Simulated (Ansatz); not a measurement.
# Mo(110) film, 5 layers, adrow: surface scattering

Wanted: the relaxed structure and the transmission of Mo(110) film, 5 layers, adrow.

Calculated with Ansatz 0.2.0; Ansatz plane-wave DFT, PBE, PAW files; relaxation of the atoms about the surface defect; PAW set soft_1, in the first sound run; inputs show where later runs differ.

**1. Set-up**

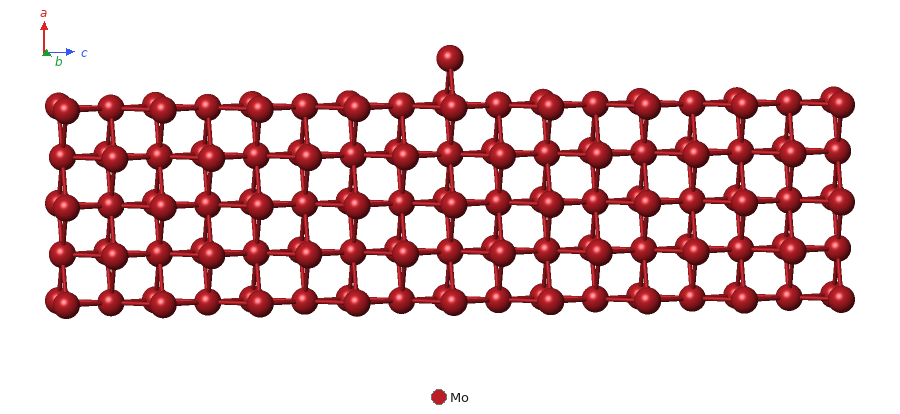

Start, viewed from the side, with the c axis across the page; molybdenum red. Some periodic images of atoms are drawn too.

The cell holds 81 atoms: 81 Mo. Cell: a = 22.126 Å, b = 3.147 Å, c = 35.604 Å, α = 90.0°, β = 90.0°, γ = 90.0°. It derives from Mo. Vacuum lies along a. The structure's axis is c.

**2. Relaxing about the defect**

The neighbours of the defect are let go while the lead's layers stay on their sites, since a lead must repeat to 0.01 Å.

input.yaml reads:

```yaml
crystal:
  lattice:
    - [22.126325202, 0.0, 0.0]
    - [0.0, 3.147, 0.0]
    - [0.0, 0.0, 35.6042406463]
  atoms:
    - { symbol: Mo, position: [0.203377649, 0.0, 0.0] }
    - { symbol: Mo, position: [0.203377649, 0.5, 0.0625] }
    - { symbol: Mo, position: [0.3039485761, 0.5, 0.0] }
    - { symbol: Mo, position: [0.3039485761, 0.0, 0.0625] }
    - { symbol: Mo, position: [0.4045195033, 0.0, 0.0] }
    - { symbol: Mo, position: [0.4045195033, 0.5, 0.0625] }
    - { symbol: Mo, position: [0.5050904305, 0.5, 0.0] }
    - { symbol: Mo, position: [0.5050904305, 0.0, 0.0625] }
    - { symbol: Mo, position: [0.6056613576, 0.0, 0.0] }
    - { symbol: Mo, position: [0.6056613576, 0.5, 0.0625] }
    - { symbol: Mo, position: [0.203377649, 0.0, 0.125] }
    - { symbol: Mo, position: [0.203377649, 0.5, 0.1875] }
    - { symbol: Mo, position: [0.3039485761, 0.5, 0.125] }
    - { symbol: Mo, position: [0.3039485761, 0.0, 0.1875] }
    - { symbol: Mo, position: [0.4045195033, 0.0, 0.125] }
    - { symbol: Mo, position: [0.4045195033, 0.5, 0.1875] }
    - { symbol: Mo, position: [0.5050904305, 0.5, 0.125] }
    - { symbol: Mo, position: [0.5050904305, 0.0, 0.1875] }
    - { symbol: Mo, position: [0.6056613576, 0.0, 0.125] }
    - { symbol: Mo, position: [0.6056613576, 0.5, 0.1875] }
    - { symbol: Mo, position: [0.203377649, 0.0, 0.25] }
    - { symbol: Mo, position: [0.203377649, 0.5, 0.3125] }
    - { symbol: Mo, position: [0.3039485761, 0.5, 0.25] }
    - { symbol: Mo, position: [0.3039485761, 0.0, 0.3125] }
    - { symbol: Mo, position: [0.4045195033, 0.0, 0.25] }
    - { symbol: Mo, position: [0.4045195033, 0.5, 0.3125] }
    - { symbol: Mo, position: [0.5050904305, 0.5, 0.25] }
    - { symbol: Mo, position: [0.5050904305, 0.0, 0.3125] }
    - { symbol: Mo, position: [0.6056613576, 0.0, 0.25] }
    - { symbol: Mo, position: [0.6056613576, 0.5, 0.3125] }
    - { symbol: Mo, position: [0.203377649, 0.0, 0.375] }
    - { symbol: Mo, position: [0.203377649, 0.5, 0.4375] }
    - { symbol: Mo, position: [0.3039485761, 0.5, 0.375] }
    - { symbol: Mo, position: [0.3039485761, 0.0, 0.4375] }
    - { symbol: Mo, position: [0.4045195033, 0.0, 0.375] }
    - { symbol: Mo, position: [0.4045195033, 0.5, 0.4375] }
    - { symbol: Mo, position: [0.5050904305, 0.5, 0.375] }
    - { symbol: Mo, position: [0.5050904305, 0.0, 0.4375] }
    - { symbol: Mo, position: [0.6056613576, 0.0, 0.375] }
    - { symbol: Mo, position: [0.6056613576, 0.5, 0.4375] }
    - { symbol: Mo, position: [0.203377649, 0.0, 0.5] }
    - { symbol: Mo, position: [0.203377649, 0.5, 0.5625] }
    - { symbol: Mo, position: [0.3039485761, 0.5, 0.5] }
    - { symbol: Mo, position: [0.3039485761, 0.0, 0.5625] }
    - { symbol: Mo, position: [0.4045195033, 0.0, 0.5] }
    - { symbol: Mo, position: [0.4045195033, 0.5, 0.5625] }
    - { symbol: Mo, position: [0.5050904305, 0.5, 0.5] }
    - { symbol: Mo, position: [0.5050904305, 0.0, 0.5625] }
    - { symbol: Mo, position: [0.6056613576, 0.0, 0.5] }
    - { symbol: Mo, position: [0.6056613576, 0.5, 0.5625] }
    - { symbol: Mo, position: [0.203377649, 0.0, 0.625] }
    - { symbol: Mo, position: [0.203377649, 0.5, 0.6875] }
    - { symbol: Mo, position: [0.3039485761, 0.5, 0.625] }
    - { symbol: Mo, position: [0.3039485761, 0.0, 0.6875] }
    - { symbol: Mo, position: [0.4045195033, 0.0, 0.625] }
    - { symbol: Mo, position: [0.4045195033, 0.5, 0.6875] }
    - { symbol: Mo, position: [0.5050904305, 0.5, 0.625] }
    - { symbol: Mo, position: [0.5050904305, 0.0, 0.6875] }
    - { symbol: Mo, position: [0.6056613576, 0.0, 0.625] }
    - { symbol: Mo, position: [0.6056613576, 0.5, 0.6875] }
    - { symbol: Mo, position: [0.203377649, 0.0, 0.75] }
    - { symbol: Mo, position: [0.203377649, 0.5, 0.8125] }
    - { symbol: Mo, position: [0.3039485761, 0.5, 0.75] }
    - { symbol: Mo, position: [0.3039485761, 0.0, 0.8125] }
    - { symbol: Mo, position: [0.4045195033, 0.0, 0.75] }
    - { symbol: Mo, position: [0.4045195033, 0.5, 0.8125] }
    - { symbol: Mo, position: [0.5050904305, 0.5, 0.75] }
    - { symbol: Mo, position: [0.5050904305, 0.0, 0.8125] }
    - { symbol: Mo, position: [0.6056613576, 0.0, 0.75] }
    - { symbol: Mo, position: [0.6056613576, 0.5, 0.8125] }
    - { symbol: Mo, position: [0.203377649, 0.0, 0.875] }
    - { symbol: Mo, position: [0.203377649, 0.5, 0.9375] }
    - { symbol: Mo, position: [0.3039485761, 0.5, 0.875] }
    - { symbol: Mo, position: [0.3039485761, 0.0, 0.9375] }
    - { symbol: Mo, position: [0.4045195033, 0.0, 0.875] }
    - { symbol: Mo, position: [0.4045195033, 0.5, 0.9375] }
    - { symbol: Mo, position: [0.5050904305, 0.5, 0.875] }
    - { symbol: Mo, position: [0.5050904305, 0.0, 0.9375] }
    - { symbol: Mo, position: [0.6056613576, 0.0, 0.875] }
    - { symbol: Mo, position: [0.6056613576, 0.5, 0.9375] }
    - { symbol: Mo, position: [0.7027415193, 0.5, 0.5] }
kpoints:
  mp_grid: { grid: [1, 7, 1] }
hamiltonian:
  xc: pbe
  pseudopotentials: { kind: paw, azcp: { folder: soft_1 } }
scf:
  occupations: { method: fermi_dirac, width: 0.1 }
relax:
  f_tol: 0.03
  max_steps: 40
  constraints:
    - { sites: [0, 1, 2, 3, 4, 5, 6, 7, 8, 9, 10, 11, 12, 13, 14, 15, 16, 17, 18, 19, 20, 21, 22, 23, 24, 25, 26, 27, 28, 29, 30, 31, 32, 33, 34, 35, 40, 41, 42, 43, 44, 45, 50, 51, 52, 53, 54, 55, 57, 59, 60, 61, 62, 63, 64, 65, 66, 67, 68, 69, 70, 71, 72, 73, 74, 75, 76, 77, 78, 79] }
```

On the command line:

```
> ansatz run input.yaml --threads 8 --pin off --max-ram 15360MiB --backend cpu --events-out ev --progress --plain --runs-dir out
```

Numbers of over 12 decimals in the logs are rounded to 6 here.

The program printed:

```text
Engine: ansatz 0.2.0, x86_64-unknown-linux-gnu
Pseudopotentials: kind: paw
Pseudopotential: Mo, paw, valence charge 14, recommended cutoff 420 eV (normal), soft_1/Mo.paw.azcp
Functional definition: PBE
  parameter kappa = 0.804
  parameter beta = 0.066725
  exchange = pbe_x(kappa = kappa, mu = beta*pi^2/3)
  correlation = pbe_c(beta = beta)
Crystal: 81 atoms, lattice volume = 2479.178 Å³
Basis set: ecut = 420 eV, 48537 PW (Γ), exchange–correlation on 300×48×480 points (8 copies of the dense FFT grid, shifted against one another)
Bands: 681, of which v1, the nominal top of the filled ones, is band 567 counted from 1 (566 counted from 0)
Symmetry: 4 space group operations
Space group: Pmm2 (ITA 25), of the structure as read, at distance tolerance 1.4e-4 Å
k-points: 4 of 7
Non-local potential: Mo, projectors of the file, l = 0: 3, l = 1: 2, l = 2: 2, l = 3: 1
PAW form: soft (Blöchl's): semilocal exchange-correlation on the pseudo side does not see the compensation charge
PAW one-centre angular grid: Mo, 590 points (default); XC on 64 Gauss nodes
Initial density: superposition of atomic densities (neutral atoms: chi_scale 0, normalization atom)
Initial wavefunctions: pseudopotential atomic-orbital guess
Functional: x = pbe(κ = 0.804, μ = 0.219515), c = pbe(β = 0.066725)
SCF iter   1: F=—  HF=-401462.253155 eV  |F-HF|=—  |Δ(HF+E_count)|=         —  Δρ=7.62e-2  dr2=5.18e2  ethr=3.10e-3  ⟨swp⟩=10.0  Hψ=12815  notcnv=0
preconditioner: auto → LDOS  [metal: Δε(μ)=0.016 eV  Ē_g=4.347 eV  σ=0.100 eV  W_gap=0.04  n_scr=572 (ndim 8)  ℏωp=16.4 eV  f_vac=0.414  D(μ)=82.45/eV (n_scr^D=628)  β→1.0]
SCF iter   2: F=—  HF=-401422.609039 eV  |F-HF|=—  |Δ(HF+E_count)|=    3.96e1  Δρ=5.43e-2  dr2=2.85e2  ethr=3.10e-3  ⟨swp⟩=4.8  Hψ=7735  notcnv=0
SCF iter   3: F=—  HF=-401400.731990 eV  |F-HF|=—  |Δ(HF+E_count)|=    2.19e1  Δρ=1.36e-2  dr2=2.17e1  ethr=3.10e-3  ⟨swp⟩=4.0  Hψ=6607  notcnv=0
SCF iter   4: F=—  HF=-401399.843695 eV  |F-HF|=—  |Δ(HF+E_count)|=   8.88e-1  Δρ=4.11e-3  dr2=8.24e-1  ethr=1.91e-3  ⟨swp⟩=5.0  Hψ=6613  notcnv=0
SCF iter   5: F=—  HF=-401399.714124 eV  |F-HF|=—  |Δ(HF+E_count)|=   1.30e-1  Δρ=1.29e-3  dr2=1.42e-1  ethr=7.26e-5  ⟨swp⟩=3.5  Hψ=5754  notcnv=0
SCF iter   6: F=—  HF=-401399.721302 eV  |F-HF|=—  |Δ(HF+E_count)|=   7.18e-3  Δρ=6.90e-4  dr2=5.08e-2  ethr=1.25e-5  ⟨swp⟩=2.2  Hψ=4930  notcnv=0
SCF iter   7: F=—  HF=-401399.721467 eV  |F-HF|=—  |Δ(HF+E_count)|=   1.64e-4  Δρ=3.11e-4  dr2=1.04e-2  ethr=4.48e-6  ⟨swp⟩=2.0  Hψ=4715  notcnv=0
SCF iter   8: F=—  HF=-401399.722898 eV  |F-HF|=—  |Δ(HF+E_count)|=   1.43e-3  Δρ=7.99e-5  dr2=4.63e-4  ethr=9.13e-7  ⟨swp⟩=2.5  Hψ=3646  notcnv=0
SCF iter   9: F=—  HF=-401399.722946 eV  |F-HF|=—  |Δ(HF+E_count)|=   4.76e-5  Δρ=2.78e-5  dr2=4.71e-5  ethr=4.08e-8  ⟨swp⟩=3.0  Hψ=4676  notcnv=0
SCF iter  10: F=-401399.722948 eV  HF=-401399.722950 eV  |F-HF|=2.57e-6  |Δ(HF+E_count)|=   4.25e-6  Δρ=1.00e-5  dr2=7.12e-6  ethr=1.98e-9  ⟨swp⟩=4.8  Hψ=8267  notcnv=0
SCF 1 converged in 10 iterations: F = -401399.722948 eV  dr2 = 7.12e-6
  greatest PAW one-centre occupation: 0.999 electrons in one spin orbital (limit 2), on the Mo atom at site 48 (counted from 0), in its partial waves of l = 0
relax step   1: F+E_penalty+E_count = -401399.72294774 eV  Δ(F+E_penalty+E_count) = +0.000e0 eV  max|allowed force component| = 3.000e0 eV/Å  Δτ_max = 0.0000 Å  (10 SCF iters, dr2 threshold 2.25e-5 eV, accepted)
Initial density: handed on by an earlier stage of this run
Initial wavefunctions: those handed on with the density
iter 1 solved again at ethr=9.54e-5 eV; its pass at ethr=3.10e-3 eV (dr2=1.08e0 eV) is discarded
SCF iter   1: F=—  HF=-401400.369459 eV  |F-HF|=—  |Δ(HF+E_count)|=         —  Δρ=4.31e-3  dr2=1.19e0  ethr=9.54e-5  ⟨swp⟩=2.0  Hψ=8889  notcnv=0
preconditioner: auto → LDOS  [metal: Δε(μ)=0.009 eV  Ē_g=3.846 eV  σ=0.100 eV  W_gap=0.02  n_scr=572 (ndim 8)  ℏωp=16.4 eV  f_vac=0.419  D(μ)=77.18/eV (n_scr^D=568)  β→1.0]
SCF iter   2: F=—  HF=-401400.348170 eV  |F-HF|=—  |Δ(HF+E_count)|=   2.13e-2  Δρ=2.46e-3  dr2=3.90e-1  ethr=9.54e-5  ⟨swp⟩=5.0  Hψ=5439  notcnv=0
SCF iter   3: F=—  HF=-401400.311879 eV  |F-HF|=—  |Δ(HF+E_count)|=   3.63e-2  Δρ=8.78e-4  dr2=5.14e-2  ethr=3.44e-5  ⟨swp⟩=2.2  Hψ=5613  notcnv=0
SCF iter   4: F=—  HF=-401400.308955 eV  |F-HF|=—  |Δ(HF+E_count)|=   2.92e-3  Δρ=1.31e-4  dr2=8.19e-4  ethr=4.53e-6  ⟨swp⟩=3.0  Hψ=4845  notcnv=0
SCF iter   5: F=—  HF=-401400.309018 eV  |F-HF|=—  |Δ(HF+E_count)|=   6.32e-5  Δρ=5.07e-5  dr2=1.74e-4  ethr=7.23e-8  ⟨swp⟩=3.0  Hψ=5546  notcnv=0
SCF iter   6: F=-401400.309042 eV  HF=-401400.309050 eV  |F-HF|=7.56e-6  |Δ(HF+E_count)|=   3.13e-5  Δρ=1.98e-5  dr2=1.67e-5  ethr=8.82e-9  ⟨swp⟩=3.0  Hψ=9963  notcnv=0
SCF 2 converged in 6 iterations: F = -401400.309042 eV  dr2 = 1.67e-5
relax step   2: F+E_penalty+E_count = -401400.30904204 eV  Δ(F+E_penalty+E_count) = -5.861e-1 eV  max|allowed force component| = 9.596e-1 eV/Å  Δτ_max = 0.1948 Å  (6 SCF iters, dr2 threshold 1.00e-4 eV, accepted)
SCF iter   1: F=—  HF=-401400.556842 eV  |F-HF|=—  |Δ(HF+E_count)|=         —  Δρ=6.35e-3  dr2=2.67e0  ethr=1.45e-3  ⟨swp⟩=5.8  Hψ=5269  notcnv=0
preconditioner: auto → LDOS  [metal: Δε(μ)=0.012 eV  Ē_g=3.854 eV  σ=0.100 eV  W_gap=0.03  n_scr=572 (ndim 8)  ℏωp=16.4 eV  f_vac=0.420  D(μ)=76.91/eV (n_scr^D=568)  β→1.0]
SCF iter   2: F=—  HF=-401400.468183 eV  |F-HF|=—  |Δ(HF+E_count)|=   8.87e-2  Δρ=3.56e-3  dr2=8.33e-1  ethr=2.35e-4  ⟨swp⟩=2.8  Hψ=5057  notcnv=0
SCF iter   3: F=—  HF=-401400.404295 eV  |F-HF|=—  |Δ(HF+E_count)|=   6.39e-2  Δρ=1.56e-3  dr2=1.59e-1  ethr=7.35e-5  ⟨swp⟩=3.0  Hψ=5832  notcnv=0
SCF iter   4: F=—  HF=-401400.389545 eV  |F-HF|=—  |Δ(HF+E_count)|=   1.48e-2  Δρ=2.80e-4  dr2=3.78e-3  ethr=1.40e-5  ⟨swp⟩=3.0  Hψ=4548  notcnv=0
SCF iter   5: F=—  HF=-401400.390710 eV  |F-HF|=—  |Δ(HF+E_count)|=   1.17e-3  Δρ=6.87e-5  dr2=2.50e-4  ethr=3.33e-7  ⟨swp⟩=2.8  Hψ=5251  notcnv=0
SCF iter   6: F=-401400.390748 eV  HF=-401400.390764 eV  |F-HF|=1.62e-5  |Δ(HF+E_count)|=   5.39e-5  Δρ=2.36e-5  dr2=3.11e-5  ethr=5.07e-9  ⟨swp⟩=3.2  Hψ=11531  notcnv=0
SCF 3 converged in 6 iterations: F = -401400.390748 eV  dr2 = 3.11e-5
relax step   3: F+E_penalty+E_count = -401400.39074809 eV  Δ(F+E_penalty+E_count) = -8.171e-2 eV  max|allowed force component| = 3.888e-1 eV/Å  Δτ_max = 0.1982 Å  (6 SCF iters, dr2 threshold 5.75e-5 eV, accepted)
[...]
relax step   4: F+E_penalty+E_count = -401400.41265727 eV  Δ(F+E_penalty+E_count) = -2.191e-2 eV  max|allowed force component| = 5.974e-2 eV/Å  Δτ_max = 0.0278 Å  (5 SCF iters, dr2 threshold 1.55e-5 eV, accepted)
[...]
SCF iter   5: F=—  HF=-401400.413211 eV  |F-HF|=—  |Δ(HF+E_count)|=   1.63e-3  Δρ=2.95e-6  dr2=5.28e-7  ethr=5.92e-10  ⟨swp⟩=2.5  Hψ=5284  notcnv=0
SCF iter   6: F=-401400.413211 eV  HF=-401400.413211 eV  |F-HF|=2.32e-8  |Δ(HF+E_count)|=   8.03e-9  Δρ=1.05e-6  dr2=5.80e-8  ethr=8.82e-12  ⟨swp⟩=5.2  Hψ=9349  notcnv=0
SCF 5 converged in 6 iterations: F = -401400.413211 eV  dr2 = 5.80e-8
relax step   5: F+E_penalty+E_count = -401400.41321063 eV  Δ(F+E_penalty+E_count) = -5.534e-4 eV  max|allowed force component| = 2.307e-2 eV/Å  Δτ_max = 0.0043 Å  (6 SCF iters, accepted)
SCF converged after 6 iterations
Free energy (F): -401400.413211 eV
Harris-Foulkes:  -401400.413211 eV  (|F-HF|=2.32e-8)
Internal energy: -401397.911364 eV  (E = F + TS)
E sigma→0 (E₀):  -401399.162287 eV
Entropy (-TS):   -2.501847 eV (-30.887 meV/atom)
Fermi energy:    8.635675 eV
--- Per-component energies (eV) ---
  E_band       = -18459.385179
  E_kinetic    = 34115.552935
  E_local      = -1004439.918771  (includes V_loc(G=0)·N_el)
  E_nonlocal   = 12041.137365
  E_hartree    = 485248.860276
  E_xc         = -14219.965957
  E_vxc        = -17721.833980  (∫ρ·V_xc dr)
  E_paw        = -260164.609796  (= ΣΔE_a)
  E_vpaw       = -12952.037857  (= ΣTr[D̂ρ^β])
  E_aug_tail   = 0.003985  (compensation charges beyond the density's cutoff)
  E_ewald      = 346021.028599
  E_smearing   = -2.501847  (= −TS)
  E_closure    = 0.000000  (closes the sum)
  Σ components = -401400.413211   (vs F -401400.413211, Δ=0.00e0)
--- Forces (eV/Å), atoms counted from 1 ---
  atom   1  Mo     0.49086759     0.00000000    -0.00000000
  atom   2  Mo     0.49476812     0.00000000     0.00215815
  atom   3  Mo    -0.63983254     0.00000000     0.00000000
  atom   4  Mo    -0.64373036     0.00000000     0.00048537
  atom   5  Mo    -0.00408308     0.00000000     0.00000000
  atom   6  Mo     0.00214560     0.00000000    -0.00004757
  atom   7  Mo     0.63281982     0.00000000    -0.00000000
  atom   8  Mo     0.63732416     0.00000000     0.00623691
  atom   9  Mo    -0.49153333     0.00000000     0.00000000
  atom  10  Mo    -0.48432508    -0.00000000     0.00093433
  atom  11  Mo     0.49105319     0.00000000    -0.00448210
  atom  12  Mo     0.49574132     0.00000000     0.00572876
  atom  13  Mo    -0.63860955     0.00000000     0.00045792
  atom  14  Mo    -0.63571692     0.00000000     0.00382567
  atom  15  Mo     0.00212417     0.00000000    -0.00230821
  atom  16  Mo    -0.00231549     0.00000000     0.00091192
  atom  17  Mo     0.64368417     0.00000000     0.00734943
  atom  18  Mo     0.64845776    -0.00000000    -0.02443220
  atom  19  Mo    -0.49272370     0.00000000    -0.02879758
  atom  20  Mo    -0.50148550     0.00000000     0.00312954
  atom  21  Mo     0.48593452     0.00000000    -0.00219247
  atom  22  Mo     0.49692147    -0.00000000     0.00259487
  atom  23  Mo    -0.63972316     0.00000000     0.00257487
  atom  24  Mo    -0.63803073     0.00000000    -0.00855366
  atom  25  Mo    -0.00073530     0.00000000    -0.00479379
  atom  26  Mo     0.03616291     0.00000000     0.06595276
  atom  27  Mo     0.63046695     0.00000000     0.01268817
  atom  28  Mo     0.50851567     0.00000000    -0.10533532
  atom  29  Mo    -0.53456585     0.00000000    -0.02200121
  atom  30  Mo    -0.36306055     0.00000000    -0.13236803
  atom  31  Mo     0.50105896     0.00000000     0.01437881
  atom  32  Mo     0.42973823     0.00000000    -0.01871050
  atom  33  Mo    -0.63362614     0.00000000    -0.01298847
  atom  34  Mo    -0.53939911     0.00000000     0.03585449
  atom  35  Mo     0.14907731     0.00000000     0.04082791
  atom  36  Mo     0.18478785     0.00000000    -0.17182656
  atom  37  Mo    -0.01062893     0.00000000    -0.00079118
  atom  38  Mo     0.01066635     0.00000000     0.00419288
  atom  39  Mo     0.00813335     0.00000000    -0.00410282
  atom  40  Mo    -0.00881487     0.00000000    -0.01123790
[...]
atom  70  Mo    -0.50148550     0.00000000    -0.00312954
  atom  71  Mo     0.49105319     0.00000000     0.00448210
  atom  72  Mo     0.49476812     0.00000000    -0.00215815
  atom  73  Mo    -0.63860955     0.00000000    -0.00045792
  atom  74  Mo    -0.64373036     0.00000000    -0.00048537
  atom  75  Mo     0.00212417     0.00000000     0.00230821
  atom  76  Mo     0.00214560     0.00000000     0.00004757
  atom  77  Mo     0.64368417     0.00000000    -0.00734943
  atom  78  Mo     0.63732416     0.00000000    -0.00623691
  atom  79  Mo    -0.49272370     0.00000000     0.02879758
  atom  80  Mo    -0.48432508    -0.00000000    -0.00093433
  atom  81  Mo    -0.02180980     0.00000000     0.00000000
  max |Σ_I F_I| component: 3.39e-5 eV/Å
--- Relaxed structure (5 steps of the walk, 5 accepted, 0 SCFs on fresh bases) ---
  F+E_penalty+E_count = -401400.41321063 eV   max|allowed force component| = 2.307e-2 eV/Å
  atoms:
    - { symbol: Mo, position: [0.203377649, 0.0, 0.0] }
    - { symbol: Mo, position: [0.203377649, 0.5, 0.062500] }
    - { symbol: Mo, position: [0.3039485761, 0.5, 0.0] }
    - { symbol: Mo, position: [0.3039485761, 0.0, 0.062500] }
    - { symbol: Mo, position: [0.404520, 0.0, 0.0] }
    - { symbol: Mo, position: [0.404520, 0.5, 0.062500] }
    - { symbol: Mo, position: [0.5050904305, 0.5, 0.0] }
    - { symbol: Mo, position: [0.5050904305, 0.0, 0.062500] }
    - { symbol: Mo, position: [0.6056613576, 0.0, 0.0] }
    - { symbol: Mo, position: [0.6056613576, 0.5, 0.062500] }
    - { symbol: Mo, position: [0.203377649, 0.0, 0.125000] }
    - { symbol: Mo, position: [0.203377649, 0.5, 0.187500] }
    - { symbol: Mo, position: [0.3039485761, 0.5, 0.125000] }
    - { symbol: Mo, position: [0.3039485761, 0.0, 0.187500] }
    - { symbol: Mo, position: [0.404520, 0.0, 0.125000] }
    - { symbol: Mo, position: [0.404520, 0.5, 0.187500] }
    - { symbol: Mo, position: [0.5050904305, 0.5, 0.125000] }
    - { symbol: Mo, position: [0.5050904305, 0.0, 0.187500] }
    - { symbol: Mo, position: [0.6056613576, 0.0, 0.125000] }
    - { symbol: Mo, position: [0.6056613576, 0.5, 0.187500] }
    - { symbol: Mo, position: [0.203377649, 0.0, 0.250000] }
    - { symbol: Mo, position: [0.203377649, 0.5, 0.312500] }
    - { symbol: Mo, position: [0.3039485761, 0.5, 0.250000] }
    - { symbol: Mo, position: [0.3039485761, 0.0, 0.312500] }
    - { symbol: Mo, position: [0.404520, 0.0, 0.250000] }
    - { symbol: Mo, position: [0.404520, 0.5, 0.312500] }
    - { symbol: Mo, position: [0.5050904305, 0.5, 0.250000] }
    - { symbol: Mo, position: [0.5050904305, 0.0, 0.312500] }
    - { symbol: Mo, position: [0.6056613576, 0.0, 0.250000] }
    - { symbol: Mo, position: [0.6056613576, 0.5, 0.312500] }
    - { symbol: Mo, position: [0.203377649, 0.0, 0.375000] }
    - { symbol: Mo, position: [0.203377649, 0.5, 0.437500] }
    - { symbol: Mo, position: [0.3039485761, 0.5, 0.375000] }
    - { symbol: Mo, position: [0.3039485761, 0.0, 0.437500] }
    - { symbol: Mo, position: [0.404520, 0.0, 0.375000] }
    - { symbol: Mo, position: [0.404520, 0.5, 0.437500] }
    - { symbol: Mo, position: [0.506858, 0.5, 0.374993] }
    - { symbol: Mo, position: [0.506754, 0, 0.437260] }
    - { symbol: Mo, position: [0.604180, 0.0, 0.373901] }
    - { symbol: Mo, position: [0.608120, 0.5, 0.436416] }
[...]
- { symbol: Mo, position: [0.6056613576, 0.5, 0.812500] }
    - { symbol: Mo, position: [0.203377649, 0.0, 0.875000] }
    - { symbol: Mo, position: [0.203377649, 0.5, 0.937500] }
    - { symbol: Mo, position: [0.3039485761, 0.5, 0.875000] }
    - { symbol: Mo, position: [0.3039485761, 0.0, 0.937500] }
    - { symbol: Mo, position: [0.404520, 0.0, 0.875000] }
    - { symbol: Mo, position: [0.404520, 0.5, 0.937500] }
    - { symbol: Mo, position: [0.5050904305, 0.5, 0.875000] }
    - { symbol: Mo, position: [0.5050904305, 0.0, 0.937500] }
    - { symbol: Mo, position: [0.6056613576, 0.0, 0.875000] }
    - { symbol: Mo, position: [0.6056613576, 0.5, 0.937500] }
    - { symbol: Mo, position: [0.686194, 0.5, 0.500000] }
```

The job ended after 14 min (8 threads of Intel Xeon at 2.70GHz, shared host; peak memory 8.9 GiB).

(Part 1 of 2 ends here.)

[Logs are printed without paths, hosts, clocks, repeated set-up lines and the standing remarks that a program may print on its own settings, such as how far it seeks lower states.]

[Hosts, paths, dates, database ids (printed as entryN), source tags and the programs' standing remarks are cut or masked in the printed files.]
